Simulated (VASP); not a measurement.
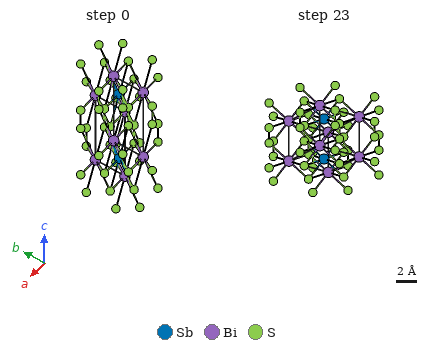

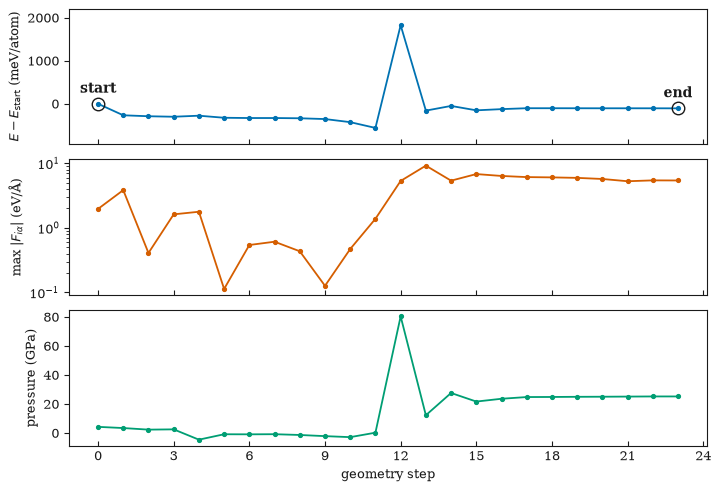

First and last geometry of a relaxation of crystalline BiSbS₄ (a generated structure, set up in Cmmm), with the history of the run. Style: ball-and-stick. Shown: the cell of the calculation, from a free direction.

The run lets cell and atoms move.

Theory: Kohn-Sham DFT of a periodic cell, PBE, VASP PAW PBE potentials, recommended (VASP).

Input
```
SYSTEM = BiSbS4
  PREC = Normal
  ENCUT = 520
  EDIFF = 1E-4
  ISMEAR = 0
  SIGMA = 0.15
  LREAL = .FALSE.
  LASPH = .TRUE.
  NELM = 60
  ALGO = Fast
  ISIF = 3
  LWAVE = .FALSE.
  LCHARG = .FALSE.
  GGA = PE
  IBRION = 2
  NSW = 24
  EDIFFG = -0.08
  KPAR = 2
```

Run as
```bash
cat potpaw_PBE.64/Sb/POTCAR potpaw_PBE.64/Bi_d/POTCAR potpaw_PBE.64/S/POTCAR > POTCAR
mpirun -np 2 vasp_std > vasp.out
```

> Did the run converge, and what did it change?

The relaxation stopped without meeting its thresholds, so the last structure isn't shown to be converged. The energy falls by 106 meV per atom in 23 geometry steps. The largest force component goes from 2 to 5.4 eV/Å. The pressure goes from 4.28 to 25.23 GPa. The largest moves relative to the cell, 0.23 Å, are those of S atoms. Sb and Bi stay in place. Cell: a = b 5.068 → 4.990 Å (−1.5 %), c 7.506 → 4.662 Å (−37.9 %), γ 120.0° → 83.2°. Volume −30.9 %. Among the contacts that change: S–S 5.384 → 2.882 Å, S–S 2.532 → 3.733 Å, Bi–Sb 2.532 → 3.733 Å, S–Sb 3.697 → 2.882 Å. The space group stays Cmmm (No. 65). At step 12 the optimiser overshot: the energy rose above the start, and later steps came back. The volume changes by over a tenth within one run on a fixed set of plane waves, so the end point should be relaxed again from the new cell.

Limits of the set-up: layers or molecules are held without a dispersion correction, so their spacing is unreliable.
